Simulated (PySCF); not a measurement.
C$_{5}$H$_{13}$NSi$_{3}$

Input

```
{"job": {"kind": "nmr", "xc": "PBE0", "basis": "pcSseg-1"}, "charge": 0, "multiplicity": 1}
C      2.236451    -1.046188     0.811223
C      1.475997     0.254983     0.547563
Si     1.851357     0.921032    -1.200490
Si    -0.374462     0.024055     0.927369
C     -1.512058     1.505735     0.488079
Si    -2.386990     0.547360    -0.918571
C     -1.304026    -0.987440    -0.443604
C     -2.040401    -2.081207     0.058312
N     -2.653095    -2.948345     0.495367
H      3.306461    -0.911850     0.658719
H      2.081729    -1.389281     1.833275
H      1.899393    -1.835033     0.141635
H      1.844024     1.002776     1.257146
H      3.298919     1.116997    -1.326209
H      1.165625     2.198552    -1.408133
H      1.417909    -0.043099    -2.216276
H     -0.571710    -0.519672     2.278023
H     -0.999956     2.411712     0.177583
H     -2.177882     1.789096     1.298440
H     -3.820987     0.339512    -0.737468
H     -2.080757     1.012874    -2.272428
H     -0.665953    -1.343181    -1.251973
```

Command:

```sh
OMP_NUM_THREADS=1 python probes_run.py task.json out
```

Geometry: GFN2-xTB.

Method: PBE0/pcSseg-1, SCF density, gas phase, non-relativistic (PySCF).

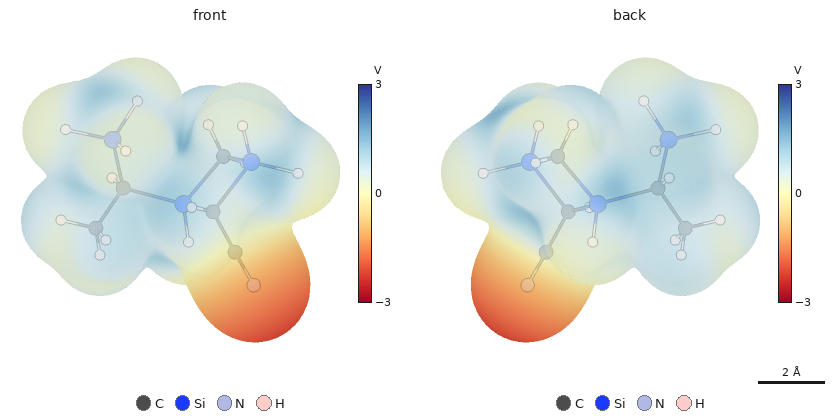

Figure 1. The molecular electrostatic potential painted on the density surface at 0.002 e/bohr³, seen from the front and from behind; red is negative and blue positive.

Question: Which sites attract a positive test charge, and which a negative one?

Answer: A positive charge is drawn to the negative regions and a negative charge to the positive ones. The most negative region (about −2.2 V) lies over N9, the most positive (about +1.5 V) over Si3, Si4 and Si6. N9 is the likeliest acceptor of a hydrogen bond.

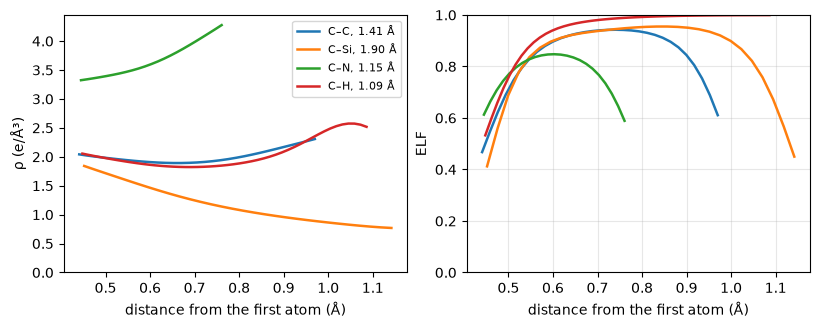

Figure 2. Electron density and electron localisation function along straight lines between neighbouring atoms. The curves leave out the atomic cores.

Question: Compare the contacts.

Answer: C–C (1.41 Å): the density is about 1.9 e/Å³ at the midpoint; the ELF peaks at about 0.95 between the atoms; localised, covalent bonding.
C–Si (1.90 Å): ρ is about 0.91 e/Å³ halfway; the ELF peaks at about 0.95 between the atoms: a covalent bond.
C–N (1.15 Å): ρ at the midpoint is about 3.5 e/Å³; the ELF peaks at about 0.85 between the atoms (a multiple bond).
C–H (1.09 Å): ρ is about 1.9 e/Å³ halfway; the ELF climbs to about 1 towards the hydrogen, as it does in any bond to H; a covalent bond by its length.
